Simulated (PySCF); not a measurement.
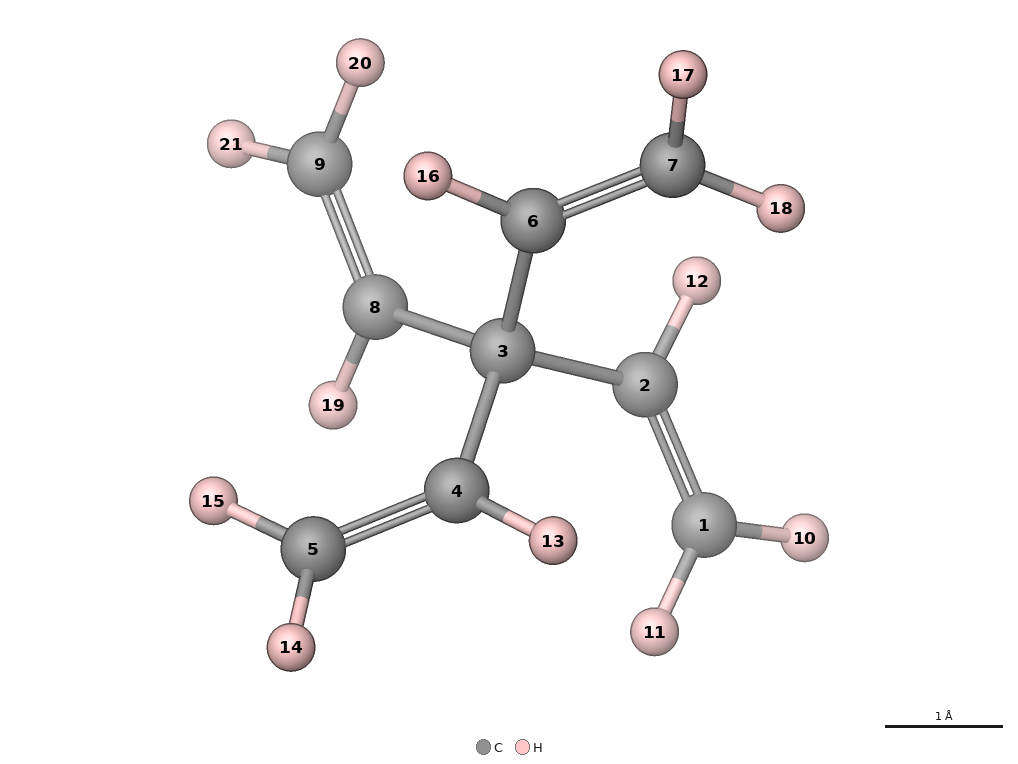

Orthographic view. Atoms fade into the background with distance from the viewer. The geometry was computed by an optimisation with PBE0-D3(BJ)/def2-SVP. No frequency run is at hand to confirm it as a minimum.

List the bonded neighbours of every atom.

C1: C2, H10, H11
C2: C1, C3, H12
C3: C2, C4, C6, C8
C4: C3, C5, H13
C5: C4, H14, H15
C6: C3, C7, H16
C7: C6, H17, H18
C8: C3, C9, H19
C9: C8, H20, H21
(terminal hydrogens appear only as neighbours)
